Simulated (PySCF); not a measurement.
# BH4Si (SMILES B[SiH2]): RPA@PBE/STO-3G

Aim: the vertical doublet–quartet gap of BH4Si at RPA@PBE/STO-3G, from 2 runs. The job is set up through a Python script.

The results are computed with PySCF 2.14.0.

**1. The structure to begin with**

BH4Si has 6 atoms, charge 0, and is taken as a doublet. SMILES: `B[SiH2]`. Geometry: a GFN2-xTB relaxation, a rough one for these elements and not checked as a minimum.

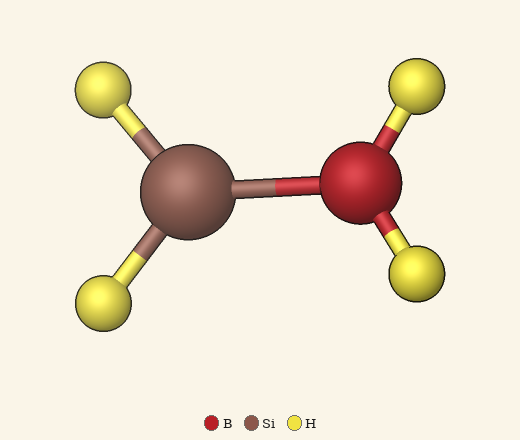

Viewed from a chosen angle; boron red, silicon brown, hydrogen yellow.

**2. The energy at RPA@PBE/STO-3G**

Input file input.py:

```python
from pyscf import gto, dft
from pyscf.gw.urpa import URPA

system = gto.M(
    atom='''
B   -0.003690  -1.037180   0.114670
Si   0.004430   0.829590  -0.091960
H   -0.730970  -1.564260   0.876300
H    0.717450  -1.725110  -0.512520
H    0.828120   1.658960  -0.988060
H   -0.815330   1.838000   0.601560
''',
    charge=0,
    verbose=3,
    spin=1,
    max_memory=1860,
    basis='sto-3g',
)

calc0 = dft.UKS(system)
calc0.xc = 'pbe'
calc0.conv_tol = 1e-10
calc0.grids.level = 5
calc0.kernel()
if not calc0.converged:
    calc0 = calc0.newton().run(calc0.mo_coeff, calc0.mo_occ)

rpa = URPA(calc0, frozen=6)
rpa.kernel()
e_exx = calc0.to_hf().energy_tot(calc0.make_rdm1())
etot = e_exx + rpa.e_corr
print('E(%s) = %.9f' % ('PBE', etot))
```

The run is started by

```bash
$ OMP_NUM_THREADS=1 python input.py
```

The program printed:

```text
converged SCF energy = -312.765636562547  <S^2> = 0.75180972  2S+1 = 2.0018089
E(URPA) = -312.224754120925  E_corr = -0.172792609752304  E_hf = -312.051961511173
E(PBE) = -312.373723836
```

Run time: 4.2 s. Hardware: 1 thread of Intel Xeon Platinum 8488C (Sapphire Rapids), shared host; peak memory 0.2 GiB.

**3. The quartet at the same level**

Input file input.py:

```python
from pyscf import gto, dft
from pyscf.gw.urpa import URPA

mol = gto.M(
    atom='''
B       -0.003690      -1.037180       0.114670
Si       0.004430       0.829590      -0.091960
H       -0.730970      -1.564260       0.876300
H        0.717450      -1.725110      -0.512520
H        0.828120       1.658960      -0.988060
H       -0.815330       1.838000       0.601560
''',
    max_memory=1860,
    basis='sto-3g',
    verbose=3,
    charge=0,
    spin=3,
)

calc0 = dft.UKS(mol, xc='pbe')
calc0.grids.level = 5
calc0.conv_tol = 1e-10
calc0.kernel()
if not calc0.converged:
    calc0 = calc0.newton().run(calc0.mo_coeff, calc0.mo_occ)

rpa = URPA(calc0, frozen=6)
rpa.kernel()
e_exx = calc0.to_hf().energy_tot(calc0.make_rdm1())
e_tot = e_exx + rpa.e_corr
print(f'total energy: {e_tot:.8f} hartree')
```

The run is started by

```bash
$ OMP_NUM_THREADS=1 python input.py
```

The program printed:

```text
WARN: HOMO 0.00350864711790572 >= LUMO -0.307348555345308

WARN: HOMO 0.0791388625318619 >= LUMO -0.180179974566067

WARN: HOMO 0.0604666586067362 >= LUMO -0.187246943834616

WARN: HOMO 0.0497501210265899 >= LUMO -0.194883021842815

WARN: HOMO 0.0501320528685378 >= LUMO -0.19374906777795

WARN: HOMO 0.050936259472718 >= LUMO -0.193500255416161

WARN: HOMO 0.0500953074819028 >= LUMO -0.194025801971216

WARN: HOMO 0.0502388679614363 >= LUMO -0.193860827608754

WARN: HOMO 0.0502707461829485 >= LUMO -0.193827604336007

WARN: HOMO 0.0502538763005312 >= LUMO -0.193841009481372

WARN: HOMO 0.0502581996519142 >= LUMO -0.19383912313707

WARN: HOMO 0.0502577688202844 >= LUMO -0.1938394728678

WARN: HOMO 0.0502581662222654 >= LUMO -0.19383928269919

WARN: HOMO 0.0502581483748866 >= LUMO -0.193839295463033

converged SCF energy = -312.512216616081  <S^2> = 3.7543297  2S+1 = 4.0021643
E(URPA) = -311.964082676352  E_corr = -0.159223561860979  E_hf = -311.804859114491
total energy: -312.11372069 hartree
```

Run time: 5.4 s. Hardware: 1 thread of Intel Xeon Platinum 8488C (Sapphire Rapids), shared host; peak memory 0.2 GiB.

**4. Results**

At RPA@PBE/STO-3G, 6 core orbitals frozen:

| quantity | value |
| --- | --- |
| doublet: total energy | -312.37372 Eh |
| doublet: dipole moment (PBE Kohn–Sham density) | 1.59 D |
| doublet: HOMO energy (PBE Kohn–Sham orbitals) (highest over α and β) | -2.77 eV |
| doublet: LUMO energy (PBE Kohn–Sham orbitals) (lowest over α and β) | -1.18 eV |
| doublet: RPA correlation energy (valence) | -172.8 mEh |
| doublet: ⟨S²⟩ | 0.752 |
| quartet: total energy | -312.11372 Eh |
| quartet: dipole moment (PBE Kohn–Sham density) | 1.70 D |
| quartet: RPA correlation energy (valence) | -159.2 mEh |
| quartet: ⟨S²⟩ | 3.754 |
| vertical energy of the quartet above the doublet | 7.075 eV |

At this shape the quartet lies 7.08 eV (683 kJ/mol) above the doublet.
